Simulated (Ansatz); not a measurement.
## Geometry relaxation of HfNH4BrCl2O (part 1 of 2)

System: HfNH4BrCl2O.
Method: RHF/def2-SVP (Ansatz 0.2.0).

It belongs to a series of runs on one base structure; here: end point B relaxed. Figures and captions count atoms from 1; the log counts them from 0 in places.

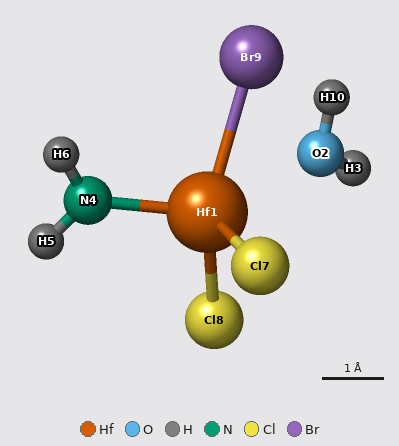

**Figure 1.** The structure as given in the input (ball-and-stick view, seen at a tilt; atoms are numbered from 1 in the order of the input). Sticks mark near contacts.

Input file:
```yaml
crystal:
  periodic: [false, false, false]
  atoms:
    - { symbol: Hf, position_ang: [0.355356, 0.525807, -0.333093] }
    - { symbol: O, position_ang: [-0.425879, 0.100171, 2.797106] }
    - { symbol: H, position_ang: [-0.947013, -0.366467, 3.43231] }
    - { symbol: "N", position_ang: [2.064953, 0.05196, -1.249763] }
    - { symbol: H, position_ang: [2.262016, -0.802627, -1.742931] }
    - { symbol: H, position_ang: [2.824543, 0.699448, -1.387949] }
    - { symbol: Cl, position_ang: [-1.030604, 1.698299, -1.86267] }
    - { symbol: Cl, position_ang: [-0.640112, -1.627493, -0.120295] }
    - { symbol: Br, position_ang: [1.226852, 2.418296, 1.339934] }
    - { symbol: H, position_ang: [-0.060813, 0.884007, 3.233852] }
basis:
  gaussian: { orbitals: def2-SVP }
hamiltonian:
  xc: hf
relax:
  f_tol: 0.03
  max_steps: 50
output:
  orbitals: {}
```

Machine: 4 threads of Intel Xeon @ 2.50GHz (Skylake/Cascade Lake), 12 GiB of memory available, shared host.

Command:
```bash
ansatz run input.yaml --threads 4 --pin off --max-ram 5120MiB --backend cpu --events-out ev --progress --plain --runs-dir out
```

What the program printed:
```
The last accepted step is kept in [file] (removed where the run ends without a failure and the disk answers)
Engine: ansatz 0.2.0, x86_64-unknown-linux-gnu
Functional definition: HF
  exchange = exact_x
  correlation = 0
1537 factors; integrals over basis functions are off by at most 3.0e-4 eV
mean field evaluation 1: about -99863.3556 eV, gradient 5.0e1 eV
mean field evaluation 2: about -99863.4653 eV, gradient 5.0e1 eV
mean field evaluation 4: about -99869.1290 eV, gradient 3.6e0 eV
mean field evaluation 8: about -99869.1915 eV, gradient 3.0e-1 eV
mean field -99869.19189377 eV, -3670.1251083266 hartree, gradient 6.0e-5 eV, S^2 0.000000; 0 other end points of the search recorded, 0 dependent functions left out
the calculation of the forces begins
reference -99869.19189377 eV, -3670.1251083266 hartree; 50, 50 occupied and 98, 98 virtual orbitals, 1537 factors
relax step   1: F+E_penalty+E_count = -99869.19189377 eV  Δ(F+E_penalty+E_count) = +0.000e0 eV  max|allowed force component| = 1.064e0 eV/Å  Δτ_max = 0.0000 Å  (40 SCF iters, accepted)
these checks for a lower state are left out or cut short: starts, cluster_reference, orbital_swaps, neighbouring_geometries, increment
1537 factors; integrals over basis functions are off by at most 2.9e-4 eV
mean field evaluation 16: about -99869.1609 eV, gradient 5.5e-2 eV
mean field -99869.33870470 eV, -3670.1305035287 hartree, gradient 8.8e-5 eV, S^2 0.000000; 0 other end points of the search recorded, 0 dependent functions left out
[... from here on the field's lines of each further geometry are left out, up to the last ...]
relax step   2: F+E_penalty+E_count = -99869.33870470 eV  Δ(F+E_penalty+E_count) = -1.468e-1 eV  max|allowed force component| = 7.722e-1 eV/Å  Δτ_max = 0.1950 Å  (39 SCF iters, accepted)
relax step   3: F+E_penalty+E_count = -99869.50412741 eV  Δ(F+E_penalty+E_count) = -1.654e-1 eV  max|allowed force component| = 7.066e-1 eV/Å  Δτ_max = 0.1954 Å  (36 SCF iters, accepted)
relax step   4: F+E_penalty+E_count = -99869.71564737 eV  Δ(F+E_penalty+E_count) = -2.115e-1 eV  max|allowed force component| = 1.247e0 eV/Å  Δτ_max = 0.1993 Å  (36 SCF iters, accepted)
relax step   5: F+E_penalty+E_count = -99869.83053743 eV  Δ(F+E_penalty+E_count) = -1.149e-1 eV  max|allowed force component| = 1.558e0 eV/Å  Δτ_max = 0.1920 Å  (36 SCF iters, accepted)
relax step   6: F+E_penalty+E_count = -99869.86918971 eV  Δ(F+E_penalty+E_count) = -3.865e-2 eV  max|allowed force component| = 8.468e-1 eV/Å  Δτ_max = 0.1934 Å  (35 SCF iters, accepted)
relax step   7: F+E_penalty+E_count = -99869.88798129 eV  Δ(F+E_penalty+E_count) = -1.879e-2 eV  max|allowed force component| = 6.535e-1 eV/Å  Δτ_max = 0.0601 Å  (38 SCF iters, accepted)
relax step   8: F+E_penalty+E_count = -99869.89243357 eV  Δ(F+E_penalty+E_count) = -4.452e-3 eV  max|allowed force component| = 2.355e-1 eV/Å  Δτ_max = 0.1478 Å  (36 SCF iters, accepted)
relax step   9: F+E_penalty+E_count = -99869.90224666 eV  Δ(F+E_penalty+E_count) = -9.813e-3 eV  max|allowed force component| = 1.014e-1 eV/Å  Δτ_max = 0.0677 Å  (38 SCF iters, accepted)
relax step  10: F+E_penalty+E_count = -99869.90726035 eV  Δ(F+E_penalty+E_count) = -5.014e-3 eV  max|allowed force component| = 7.050e-2 eV/Å  Δτ_max = 0.0834 Å  (37 SCF iters, accepted)
relax step  11: F+E_penalty+E_count = -99869.91566571 eV  Δ(F+E_penalty+E_count) = -8.405e-3 eV  max|allowed force component| = 1.895e-1 eV/Å  Δτ_max = 0.1952 Å  (37 SCF iters, accepted)
relax step  12: F+E_penalty+E_count = -99869.91780880 eV  Δ(F+E_penalty+E_count) = -2.143e-3 eV  max|allowed force component| = 3.421e-1 eV/Å  Δτ_max = 0.1577 Å  (35 SCF iters, accepted)
relax step  13: F+E_penalty+E_count = -99869.90559672 eV  Δ(F+E_penalty+E_count) = +1.221e-2 eV  max|allowed force component| = 5.562e-1 eV/Å  Δτ_max = 0.1642 Å  (38 SCF iters, rejected (line search))
relax step  14: F+E_penalty+E_count = -99869.93062592 eV  Δ(F+E_penalty+E_count) = -1.282e-2 eV  max|allowed force component| = 7.023e-2 eV/Å  Δτ_max = 0.0821 Å  (37 SCF iters, accepted)
relax step  15: F+E_penalty+E_count = -99869.93291074 eV  Δ(F+E_penalty+E_count) = -2.285e-3 eV  max|allowed force component| = 1.247e-1 eV/Å  Δτ_max = 0.0944 Å  (37 SCF iters, accepted)
relax step  16: F+E_penalty+E_count = -99869.93280883 eV  Δ(F+E_penalty+E_count) = +1.019e-4 eV  max|allowed force component| = 1.008e-1 eV/Å  Δτ_max = 0.0563 Å  (37 SCF iters, rejected (line search))
relax step  17: F+E_penalty+E_count = -99869.93367131 eV  Δ(F+E_penalty+E_count) = -7.606e-4 eV  max|allowed force component| = 7.768e-2 eV/Å  Δτ_max = 0.0274 Å  (39 SCF iters, accepted)
relax step  18: F+E_penalty+E_count = -99869.93388527 eV  Δ(F+E_penalty+E_count) = -2.140e-4 eV  max|allowed force component| = 8.169e-2 eV/Å  Δτ_max = 0.0222 Å  (41 SCF iters, accepted)
relax step  19: F+E_penalty+E_count = -99869.93405083 eV  Δ(F+E_penalty+E_count) = -1.656e-4 eV  max|allowed force component| = 6.490e-2 eV/Å  Δτ_max = 0.0153 Å  (40 SCF iters, accepted)
relax step  20: F+E_penalty+E_count = -99869.93412280 eV  Δ(F+E_penalty+E_count) = -7.197e-5 eV  max|allowed force component| = 4.906e-2 eV/Å  Δτ_max = 0.0086 Å  (40 SCF iters, accepted)
the calculation of the forces begins
reference -99869.93419239 eV, -3670.1523872976 hartree; 50, 50 occupied and 98, 98 virtual orbitals, 1537 factors
relax step  21: F+E_penalty+E_count = -99869.93419239 eV  Δ(F+E_penalty+E_count) = -6.959e-5 eV  max|allowed force component| = 1.367e-2 eV/Å  Δτ_max = 0.0052 Å  (40 SCF iters, accepted)
1537 factors; integrals over basis functions are off by at most 2.8e-4 eV
mean field evaluation 192: about -99869.9342 eV, gradient 1.1e-5 eV
```

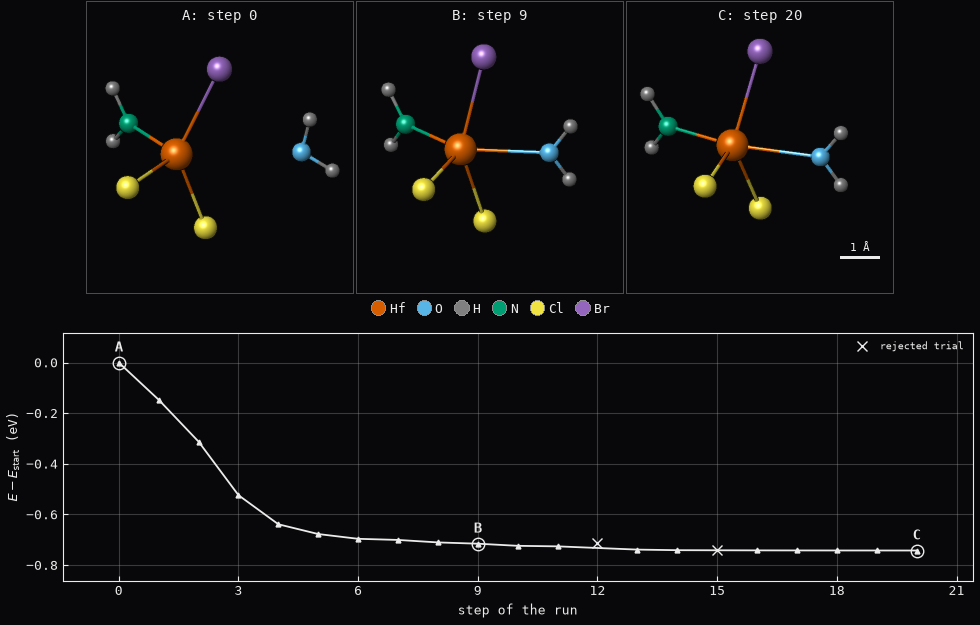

**Figure 2.** Frames of the relaxation (ball-and-stick view, seen at a tilt) above the curves, on which the letters mark them (the first geometry is step 0 here and step 1 in the log).

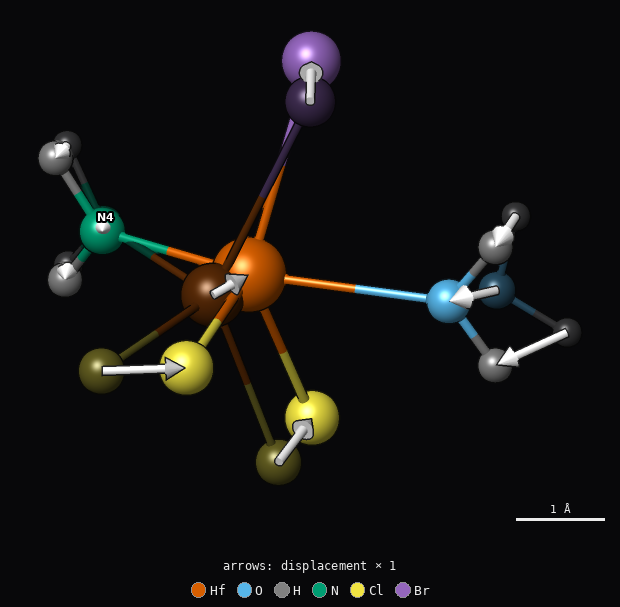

**Figure 3.** Start (faint) and end (solid) with the displacements as white arrows, at true length (ball-and-stick view, seen at a tilt). The two geometries are laid on each other by the best rigid fit. The energy falls by 0.742 eV in 20 geometry steps. Largest force component: 1.1 eV/Å at the start, 0.014 eV/Å at the end. The line search rejected the trial steps at points 12, 15 (counted from 0) and went back. The atom that moves furthest after the best rigid fit is Cl7 (0.97 Å). Largest moves by element: Cl 0.97 Å, H 0.93 Å, Br 0.84 Å, O 0.68 Å, Hf 0.52 Å, N 0.15 Å. Among the contacts that change: Hf1–O2 3.254 → 2.380 Å, Hf1–Br9 2.672 → 2.596 Å, Hf1–Cl8 2.382 → 2.423 Å, Hf1–Cl7 2.374 → 2.394 Å. New bonds form: Hf1–O2 (3.25 → 2.38 Å). Among the angles that change: N4–Hf1–Cl8 100.6° → 94.6°, Cl7–Hf1–Br9 104.1° → 109.9°, Cl7–Hf1–Cl8 105.1° → 110.8°. (Atoms are counted from 1 in the order of the input.)

```
mean field -99869.93419239 eV, -3670.1523872976 hartree, gradient 2.0e-5 eV, S^2 0.000000; 1 other end points of the search recorded, 0 dependent functions left out
the calculation of the forces begins
reference -99869.93419239 eV, -3670.1523872976 hartree; 50, 50 occupied and 98, 98 virtual orbitals, 1537 factors
Total energy: -99869.93419239 eV, -3670.1523872976 hartree
Atom 0 at     0.553482     0.428278     0.139365 Å, force     0.002389     0.001609    -0.004092 eV/Å
Atom 1 at    -0.630747     0.432015     2.203953 Å, force    -0.003247    -0.000233     0.004137 eV/Å
Atom 2 at    -1.171154    -0.284873     2.512690 Å, force     0.001179    -0.000199    -0.001958 eV/Å
Atom 3 at     1.960320     0.108588    -1.265185 Å, force    -0.013152     0.003613     0.013666 eV/Å
Atom 4 at     2.069639    -0.738707    -1.795741 Å, force     0.006691     0.000211    -0.005569 eV/Å
Atom 5 at     2.673476     0.762584    -1.539822 Å, force     0.003637    -0.004377    -0.005733 eV/Å
Atom 6 at    -1.247264     1.554505    -0.964913 Å, force     0.001367    -0.000349     0.001142 eV/Å
Atom 7 at     0.042929    -1.921461     0.439774 Å, force     0.000362    -0.000276     0.000184 eV/Å
Atom 8 at     1.953626     2.132541     1.508129 Å, force    -0.001106    -0.000266     0.000302 eV/Å
Atom 9 at    -0.575007     1.107930     2.868250 Å, force     0.001879     0.000268    -0.002078 eV/Å
Dipole moment:    -0.161658    -0.163489     0.625826 e Å
```

Trajectory as extended XYZ (Å, eV, eV/Å), 21 frames, from step=1 to step=21:
```
10
Properties=species:S:1:pos:R:3:forces:R:3 step=1 energy=-99869.19189
Hf    0.3554    0.5258   -0.3331    0.2295   0.5013   0.9432
O    -0.4259    0.1002    2.7971    0.5485   1.0643   0.1326
H    -0.9470   -0.3665    3.4323   -0.0283  -0.0360   0.0130
N     2.0650    0.0520   -1.2498   -0.0395   0.0807  -0.0901
H     2.2620   -0.8026   -1.7429   -0.0012  -0.0099   0.0320
H     2.8245    0.6994   -1.3879    0.0012  -0.0353   0.0222
Cl   -1.0306    1.6983   -1.8627   -0.0071   0.0081  -0.0029
Cl   -0.6401   -1.6275   -0.1203    0.0051  -0.0198   0.0206
Br    1.2269    2.4183    1.3399   -0.1859  -0.5033  -0.6099
H    -0.0608    0.8840    3.2339   -0.5223  -1.0502  -0.4608
10
Properties=species:S:1:pos:R:3:forces:R:3 step=2 energy=-99869.33871
Hf    0.3645    0.5362   -0.1861   -0.3252  -0.5204  -0.4171
O    -0.4388    0.1607    2.6432    0.2232   0.4365   0.4721
H    -0.9028   -0.4144    3.2485    0.1812   0.1353  -0.5099
N     2.0249    0.0748   -1.2112    0.1017  -0.0445   0.1846
H     2.2155   -0.7944   -1.6827   -0.0733   0.0626   0.0087
H     2.8003    0.7034   -1.3488   -0.0681  -0.0378  -0.0100
Cl   -1.0134    1.6849   -1.7535   -0.0855   0.0147   0.0924
Cl   -0.6285   -1.6256   -0.0256   -0.0851  -0.3177   0.0622
Br    1.2540    2.4017    1.2434    0.4558   0.7722   0.5308
H    -0.0465    0.8541    3.1792   -0.3245  -0.5010  -0.4139
10
Properties=species:S:1:pos:R:3:forces:R:3 step=3 energy=-99869.50413
Hf    0.3558    0.5168   -0.1177   -0.2050  -0.2396   0.1519
O    -0.3972    0.2153    2.5397    0.0110   0.1508   0.7066
H    -0.8774   -0.4381    3.0562    0.3454   0.3643  -0.6662
N     2.0266    0.0520   -1.1266    0.1368  -0.0591  -0.2666
H     2.1738   -0.7814   -1.6808   -0.0868   0.1671   0.2191
H     2.7639    0.7109   -1.3394   -0.1600  -0.1421   0.1512
Cl   -1.0330    1.6686   -1.6783   -0.0549  -0.0399   0.1114
Cl   -0.6275   -1.6663    0.0265   -0.0512  -0.2157   0.0374
Br    1.3091    2.4377    1.2580    0.3427   0.5335   0.2571
H    -0.0648    0.8659    3.1689   -0.2779  -0.5194  -0.7020
10
Properties=species:S:1:pos:R:3:forces:R:3 step=4 energy=-99869.71565
Hf    0.3311    0.5118   -0.0129   -0.0090  -0.0264   0.1473
O    -0.3504    0.2279    2.3896   -0.1277   0.1077   1.2470
H    -0.8357   -0.4661    2.8634    0.5502   0.6377  -0.9076
N     1.9895    0.0509   -1.0515    0.3630  -0.1990  -0.4483
H     2.1296   -0.7781   -1.6242   -0.1708   0.3475   0.3961
H     2.7360    0.7043   -1.2696   -0.3471  -0.2280   0.2444
Cl   -1.0700    1.6504   -1.5764   -0.0821  -0.0535   0.1710
Cl   -0.6338   -1.7021    0.0797   -0.0203  -0.1363  -0.0055
Br    1.3933    2.5148    1.2477    0.1157   0.1782   0.1270
H    -0.0603    0.8675    3.0606   -0.2719  -0.6278  -0.9714
10
Properties=species:S:1:pos:R:3:forces:R:3 step=5 energy=-99869.83054
Hf    0.3205    0.5090    0.0673    0.1219   0.1967  -0.6267
O    -0.3148    0.2717    2.2607   -0.3313  -0.2925   1.5584
H    -0.7790   -0.4640    2.6799    0.3467   0.4406  -0.6817
N     1.9609    0.0415   -0.9987    0.3883  -0.1498  -0.2829
H     2.0980   -0.7893   -1.5620   -0.1534   0.2025   0.2834
H     2.7203    0.6800   -1.2017   -0.2510  -0.1337   0.1983
Cl   -1.1370    1.6295   -1.4569   -0.0890  -0.0127   0.1612
Cl   -0.6278   -1.7316    0.0820    0.0122  -0.0402   0.0821
Br    1.4326    2.5610    1.2717    0.0491   0.0186   0.0291
H    -0.0444    0.8736    2.9641   -0.0935  -0.2295  -0.7211
10
Properties=species:S:1:pos:R:3:forces:R:3 step=6 energy=-99869.86919
Hf    0.3126    0.5563   -0.0041   -0.1204   0.0293   0.2604
O    -0.3199    0.2762    2.2184   -0.1501  -0.0713   0.7387
H    -0.7421   -0.4949    2.5964    0.1300   0.1829  -0.4098
N     1.9571    0.0528   -1.0369    0.8468  -0.1492  -0.3332
H     2.1342   -0.8288   -1.5076   -0.2236   0.3437   0.2002
H     2.7936    0.6274   -1.1333   -0.5873  -0.2401   0.0888
Cl   -1.3001    1.6791   -1.3656    0.0480  -0.0353   0.0329
Cl   -0.5926   -1.7062    0.1516    0.0360  -0.0523  -0.1679
Br    1.4741    2.5477    1.2598    0.0001  -0.0118  -0.0867
H    -0.0875    0.8719    2.9278    0.0205   0.0041  -0.3234
10
Properties=species:S:1:pos:R:3:forces:R:3 step=7 energy=-99869.88798
Hf    0.3205    0.5464    0.0223    0.0177   0.0105   0.0872
O    -0.3261    0.2882    2.2357   -0.0944  -0.0903   0.3025
H    -0.7431   -0.4883    2.5953    0.0014  -0.0148  -0.1962
N     1.9678    0.0348   -1.0061    0.6535  -0.0787  -0.4881
H     2.1082   -0.8195   -1.5367   -0.1672   0.3332   0.2972
H     2.7822    0.6285   -1.1458   -0.4753  -0.2480   0.1477
Cl   -1.2836    1.6696   -1.3406   -0.0083  -0.0058  -0.0044
Cl   -0.5668   -1.7266    0.1012    0.0070   0.0137   0.0080
Br    1.4898    2.5579    1.2384   -0.0032  -0.0135  -0.0150
H    -0.1198    0.8904    2.9428    0.0688   0.0937  -0.1388
```
